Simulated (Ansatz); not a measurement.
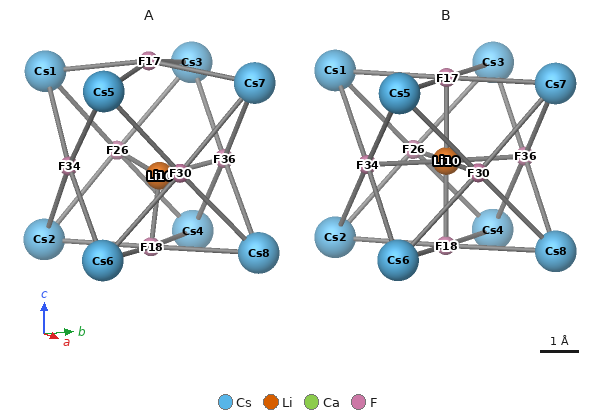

Two geometries of a defect cell of composition Cs8Li2Ca6F24, drawn at one scale. One is the start of a relaxation, the other its converged end. Style: ball-and-stick. Shown: the atoms within 4.2 Å of the atom that moves most (axes of the cell of the calculation (origin shifted)), slightly off an axis.

All numbers below come from DFT, PBEsol, PAW, plane waves in Ansatz 0.2.0. Set-up: plane-wave cutoff 420 eV; k-point mesh 1 × 1 × 1; mesh shifted by (0.25, 0.25, 0.25); no spin polarisation; atoms relaxed in a fixed cell; force threshold 0.03 eV/Å; at most 80 steps.

**Which one is relaxed?**

Structure A is the relaxed one. Li10 moves most: 0.47 Å along [1 1 −2]. By element the largest moves are Li 0.47 Å, F 0.45 Å, Cs 0.22 Å, Ca 0.08 Å. The lattice vectors keep their values. Among the contacts that change: Li10–F17 2.225 → 3.070 Å, Cs8–Li10 3.858 → 3.429 Å, Li10–F18 2.264 → 1.926 Å, Li10–F34 2.243 → 2.540 Å. Bonds break: Li10–F17 (2.23 → 3.07 Å). Bond angles that change, for instance: F18–Li10–F36 90.1° → 104.2°, F18–Li10–F30 90.5° → 104.2°, F30–Li10–F36 90.5° → 99.6°. The energy falls by 0.323 eV per cell of the calculation in 10 accepted moves (14 points after the start). The largest force component goes from 0.45 to 0.025 eV/Å. The line search rejected the trial steps at points 2, 12 of the run. 2 steps only repeated the SCF at the same geometry. The forces were under the threshold at step 6, but the run went on from there. Cost: 66 s on 8 threads of Intel(R) Xeon(R) 6975P-C, peak memory 1.3 GiB.
